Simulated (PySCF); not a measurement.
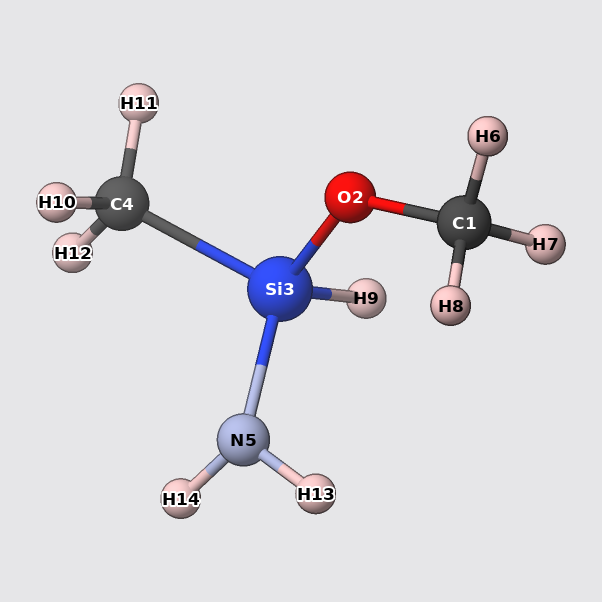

Computed geometry: GFN2-xTB optimisation. No frequency run is at hand to confirm it as a minimum. Method: delta-SCF UKS SCAN, pcX-2 on the ionised atom, pcseg-1 elsewhere, spin-free X2C (PySCF 2.14.0).

Give the core-electron binding energies (to vacuum; p and d levels without spin–orbit splitting) of C1 1s, O2 1s, Si3 1s, Si3 2p, C4 1s, N5 1s.

```
atom  level  binding energy (eV)
  C1     1s                292.3
  O2     1s                537.8
 Si3     1s               1846.8
 Si3     2p                107.0
  C4     1s                289.8
  N5     1s                404.5
```

The geometry is semi-empirical. Around Si such bond lengths and angles can be off by a tenth of an ångström or more and by several degrees, and values that hang on the shape move with them.
